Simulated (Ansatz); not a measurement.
# GeH2 (SMILES [GeH2]) at HF/STO-3G

Aim: the energy change on altering one bond length of GeH2 at HF/STO-3G, from 2 runs. 

Program for the calculation: Ansatz 0.2.0.

41 further runs of the same task are left out: 7 that didn't finish, 34 set aside as unsound or not needed.

### Step 1. The system as given

GeH2 has 3 atoms, charge 0, and is taken as a singlet. SMILES: `[GeH2]`. The coordinates come from a PBE0-D4/def2-TZVP relaxation.

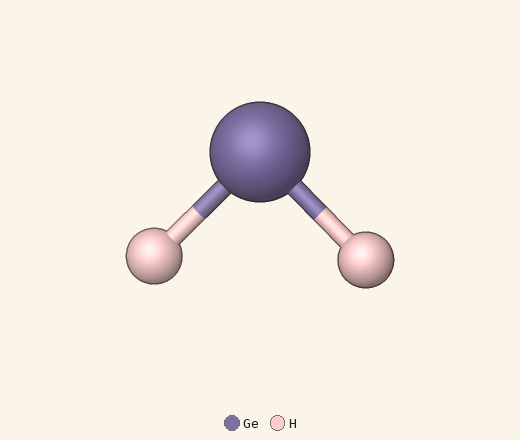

The structure, seen from a chosen angle (germanium purple, hydrogen pink).

### Step 2. A single-point energy at HF/STO-3G

run.yaml reads:

```yaml
basis:
  gaussian:
    orbitals: STO-3G
crystal:
  periodic: [false, false, false]
  atoms:
    - {symbol: Ge, position_ang: [-0.570100, 0.405100, -0.263700]}
    - {symbol: H, position_ang: [0.783000, 0.743600, 0.509000]}
    - {symbol: H, position_ang: [-0.212900, -1.148700, -0.245300]}
hamiltonian:
  xc: hf
accuracy: high
```

Run with:

```console
$ ansatz run run.yaml --threads 1 --pin off --max-ram 2610MiB --events-out events.jsonl --progress --plain --runs-dir runs
```

The program printed:

```text
Warning: RAYON_NUM_THREADS=1 ignored (pool sized by the plan → 1); use --threads N
Functional definition: HF
  name "HF"
  exchange = exact_x
  correlation = 0
235 factors; integrals over basis functions are off by at most 1.3e-8 eV
mean field evaluation 1: about -55859.9166 eV, gradient 5.1e0 eV
mean field evaluation 2: about -55859.9265 eV, gradient 5.1e0 eV
mean field evaluation 4: about -55860.1038 eV, gradient 3.4e-1 eV
mean field evaluation 8: about -55860.1045 eV, gradient 1.4e-7 eV
mean field -55860.10452744 eV, -2052.8209780446 hartree, gradient 1.5e-8 eV, S^2 0.000000; 0 other end points of the search recorded, 0 dependent functions left out
reference -55860.10452744 eV, -2052.8209780446 hartree; 17, 17 occupied and 3, 3 virtual orbitals, 235 factors
Total energy: -55860.10452744 eV, -2052.8209780446 hartree
```

It took 0.16 s on 1 thread of AMD EPYC 7R43 (Zen 3), shared host.

### Step 3. The distorted shape, same level

in.yaml reads:

```yaml
crystal:
  periodic: [false, false, false]
  atoms:
    - {symbol: Ge, position_ang: [-0.659390, 0.793507, -0.268299]}
    - {symbol: H, position_ang: [0.693710, 1.132007, 0.504401]}
    - {symbol: H, position_ang: [-0.212900, -1.148700, -0.245300]}
basis:
  gaussian:
    orbitals: STO-3G
total_charge: 0
hamiltonian:
  xc: hf
accuracy: high
```

Run with:

```console
$ ansatz run in.yaml --threads 1 --pin off --max-ram 2610MiB --events-out events.jsonl --progress --plain --runs-dir runs
```

The program printed:

```text
Warning: RAYON_NUM_THREADS=1 ignored (pool sized by the plan → 1); use --threads N
Functional definition: HF
  name "HF"
  exchange = exact_x
  correlation = 0
232 factors; integrals over basis functions are off by at most 1.2e-8 eV
mean field evaluation 1: about -55857.9373 eV, gradient 8.3e0 eV
mean field evaluation 2: about -55857.9468 eV, gradient 8.3e0 eV
mean field evaluation 4: about -55858.4555 eV, gradient 5.1e-1 eV
mean field evaluation 8: about -55858.4565 eV, gradient 1.5e-6 eV
mean field -55858.45645100 eV, -2052.7604123527 hartree, gradient 6.2e-8 eV, S^2 0.000000; 0 other end points of the search recorded, 0 dependent functions left out
reference -55858.45645100 eV, -2052.7604123527 hartree; 17, 17 occupied and 3, 3 virtual orbitals, 232 factors
Total energy: -55858.45645100 eV, -2052.7604123527 hartree
```

It took 0.16 s on 1 thread of AMD EPYC 7R43 (Zen 3), shared host.

### Step 4. What came out

Level: HF/STO-3G.

| quantity | value |
| --- | --- |
| first shape: total energy | -2052.82098 Eh |
| distorted shape: total energy | -2052.76041 Eh |
| energy change with the Ge1–H3 bond stretched from 1.594 to 1.993 Å | 1.648 eV |

What this shows: With the Ge1–H3 bond stretched from 1.594 to 1.993 Å the energy rises by 1.65 eV (38 kcal/mol). The first shape isn't relaxed at this level, so the change isn't measured from a minimum. The minimal basis adds a large error of its own.
